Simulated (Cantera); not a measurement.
Input: 1 mol CH3F, 0.22 mol F2, 4.5 mol H2, at 75.0 Torr.

Cantera equilibrium calculation (NASA polynomials, part measured and part estimated; ideal gas, pure solids and liquids). Candidate condensed phases: C, C6H6, C7H8, C8H18; 95 gas species. The numbers say what is thermodynamically allowed, not how fast it happens.

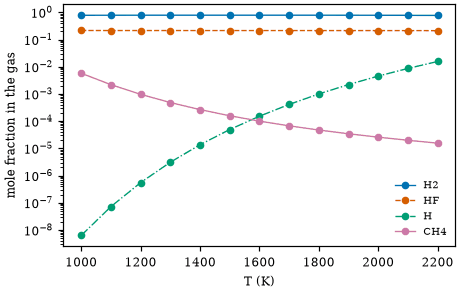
Figure: Equilibrium gas composition (values under 1e-9 drawn at 1e-9)

Question: Read off the mole fractions at 1700 K.

Answer: H2 about 0.79, HF about 0.21, H about 0.00041, CH4 about 6.8e-5.
